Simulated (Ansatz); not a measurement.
Se (trigonal-Se type, space group P3_121)

```xyz
6
Lattice="9.0588 0.0000 0.0000 -2.2647 3.9226 0.0000 0.0000 0.0000 5.0424" Properties=species:S:1:pos:R:3 pbc="T T T"
Se     0.9893     0.0000     4.2020
Se     5.5187     0.0000     4.2020
Se    -0.4946     0.8567     0.8404
Se     4.0348     0.8567     0.8404
Se     1.7701     3.0659     2.5212
Se     6.2995     3.0659     2.5212
```

In each cell atom 1 (Se, nearest neighbour Se at 2.400 Å; its periodic images, 4.5 Å or more away, move with it) moves by s·(0.707, 0.707, 0.000) (along Cartesian [110]), the rest being held.

Level of theory: PBE (plane waves to 420 eV, PAW, scalar-relativistic; Ansatz, a first-principles code). k mesh 7×7×5 (Γ-centred), Fermi-Dirac smearing 0.05 eV. Energies are smeared free energies. As the smearing reaches across the gap at some points, energies and forces of such displacements shift with the k mesh and the smearing. Se was relaxed with its symmetry unable to fall. The PAW data are Ansatz's earlier set. The zero of ΔE is the undisplaced structure.

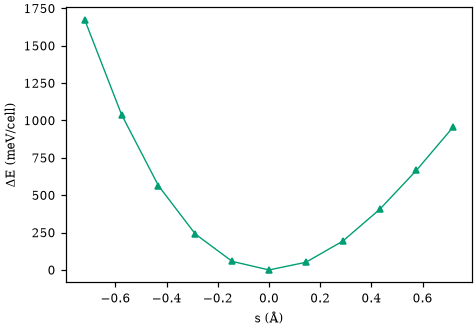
Fig. 1. ΔE (meV/cell) against s (Å); markers are the computed points, lines only join them.

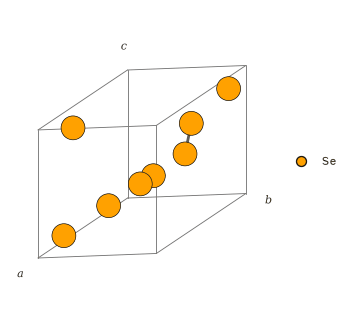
*The cell of the calculation at s = -0.720 Å.*

The energy at s = 0.720 Å comes out as 958 meV/cell. The force along the line at s = -0.720 Å comes out as 4.96 eV/Å. The force constant k = d²E/ds² at s = 0 (finite differences) comes out as 5.25 eV/Å². Shape of the curve: a single well with its minimum at or next to zero displacement. Symmetry of the curve: not even: the negative side lies higher at ±0.720 Å.

With its periodic images moving along, the atom's site symmetry in this cell is 1.

(For displaced atoms, the force is minus the slope of the energy, and its curvature is a force constant, which sets phonon frequencies.)
